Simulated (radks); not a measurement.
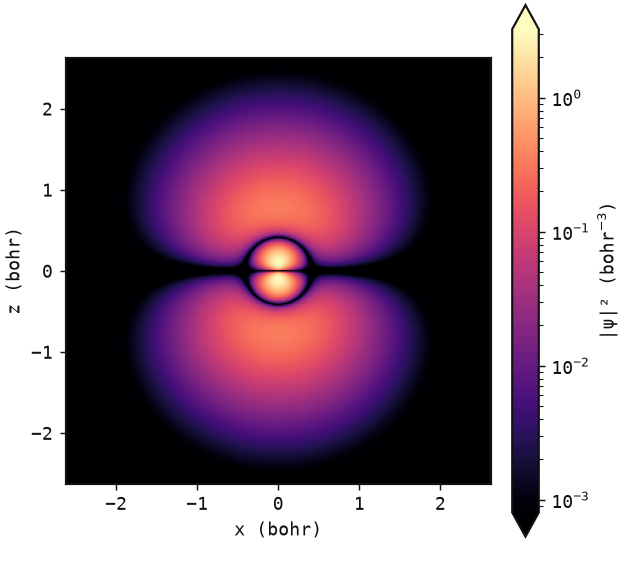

**Figure 1.** The 3p(z) orbital of up spin. The radial function comes from the spherical calculation and is multiplied by a real spherical harmonic; the overall sign is chosen so that the largest lobe of P(r) is positive; at the scalar-relativistic level it is the large component. In the xz plane through the nucleus, the colour gives |ψ|² on a logarithmic scale. It has the nodal plane xy and 1 radial node, at r = 0.415 bohr. The outermost maximum of P² lies at 0.983 bohr, ⟨r⟩ = 1.11 bohr, 90 % of the charge lies within 1.67 bohr, and the eigenvalue is −98.3 eV, with 3 electrons in the shell for this spin.

# Ca⁵⁺: atomic calculation

System: Ca⁵⁺ (Z = 20, 15 electrons) in the configuration [Ne] 3s2 3p3 (high spin).
Method: scalar-relativistic Kohn-Sham, PBE, spin-polarised, spherical densities, finite nucleus (the in-house radial solver radks).

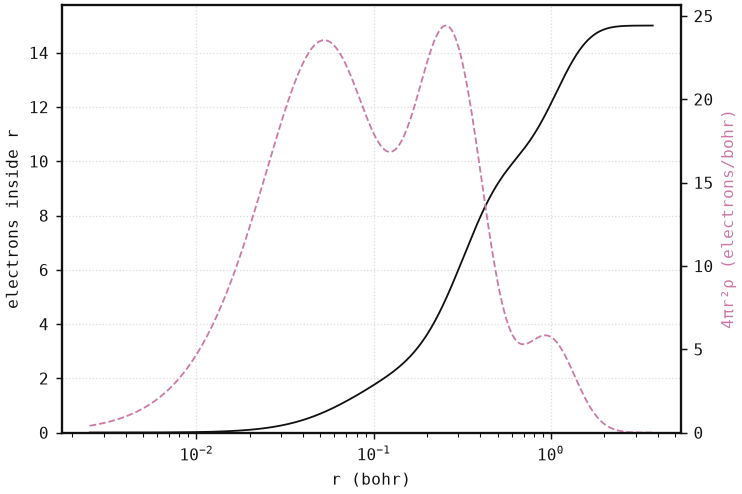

**Figure 2.** The number of electrons inside radius r (solid) and the radial density 4πr²ρ (dashed). The count levels off at 15 electrons. Half of them lie within 0.372 bohr, 90 % within 1.27 bohr and 99 % within 1.98 bohr. The radial density has minima at 0.123 and 0.698 bohr, where the count stands at 2.1 and 10.4; these part the shells that the density resolves.

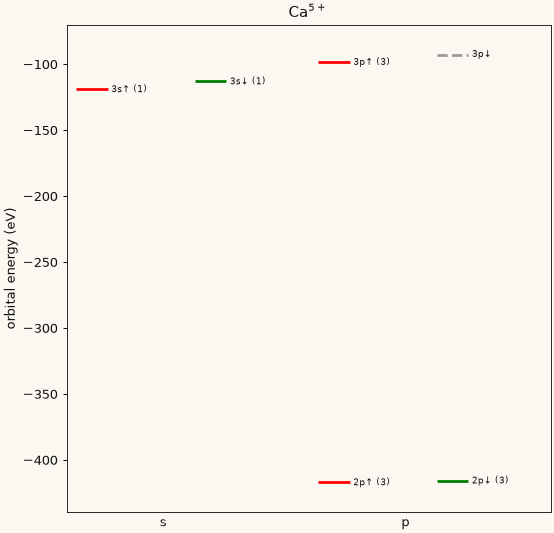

**Figure 3.** The outer levels are drawn (occupations in brackets, up spins at the left of each column and down spins at the right, empty levels dashed). The highest occupied level is 3p up at −98.3 eV. From the top down the occupied levels run 3p up (−98.3 eV), 3s down (−113.0 eV), 3s up (−119.0 eV), 2p down (−415.6 eV), 2p up (−417.0 eV). The lowest empty level drawn is 3p down at −92.6 eV. The largest exchange splitting (down less up) among the shells drawn in both spins is that of 3s, 5.94 eV.

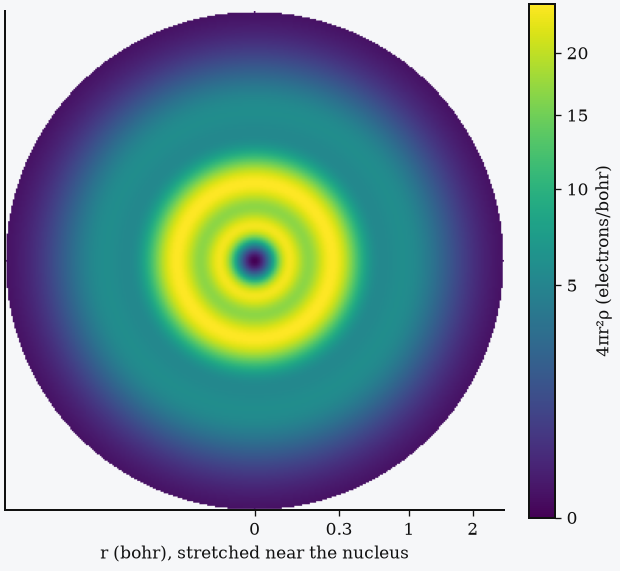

**Figure 4.** The radial density 4πr²ρ as a disc about the nucleus, with the radius drawn as r to the power 0.5. There are 3 maxima, at r = 0.0527, 0.255 and 0.931 bohr, parted by minima at 0.123 and 0.698 bohr, inside which lie 2.1 and 10.4 electrons.

These pictures come from the run below.

The input:
```
Z 20
configuration [Ne] 3s2 3p3
relativity scalar-relativistic
functional pbe,pbe
spin polarised
nucleus finite rms 3.4776 fm
c 137.035999084
```

Energies in input and log are in hartree, lengths in bohr (the nuclear radius in fm).

Log:
```
1s      1   1.0000        -148.27872530
2s      1   1.0000         -18.22615329
2p      1   3.0000         -15.32453349
3s      1   1.0000          -4.37166783
3p      1   3.0000          -3.61385101
1s      2   1.0000        -148.23916004
2s      2   1.0000         -18.19117276
2p      2   3.0000         -15.27457197
3s      2   1.0000          -4.15350802
3p      2   0.0000          -3.40317126
Etot -672.227653734783
Ekin 676.9904793138837
Encl -1553.441573317301
Eh 238.05770313316054
Exc -33.83426286452624
err 7.769247538473828e-10
it 16
```

Orbitals:

| orbital | occupation | energy (eV) | ⟨r⟩ (bohr) | outer maximum (bohr) |
| --- | --- | --- | --- | --- |
| 1s up | 1 | −4034.9 | 0.07684 | 0.0503 |
| 1s down | 1 | −4033.8 | 0.07683 | 0.0503 |
| 2s up | 1 | −495.959 | 0.3633 | 0.299 |
| 2s down | 1 | −495.007 | 0.3630 | 0.300 |
| 2p up | 3 | −417.002 | 0.3264 | 0.246 |
| 2p down | 3 | −415.642 | 0.3262 | 0.246 |
| 3s up | 1 | −118.959 | 1.067 | 0.956 |
| 3s down | 1 | −113.023 | 1.074 | 0.955 |
| 3p up | 3 | −98.338 | 1.114 | 0.983 |
| 3p down | 0 | −92.605 | 1.127 | 0.984 |

Key numbers:

```
                       quantity                      value
                        outcome                  converged
                   total energy        −672.227654 hartree
                 kinetic energy         676.990479 hartree
        electron–nucleus energy         −1553.4416 hartree
                 Hartree energy         238.057703 hartree
    exchange–correlation energy         −33.834263 hartree
radius at density 0.001 e/bohr³                  2.50 bohr
                 SCF iterations                         16
                       hardware  1 CPU thread, shared host
```
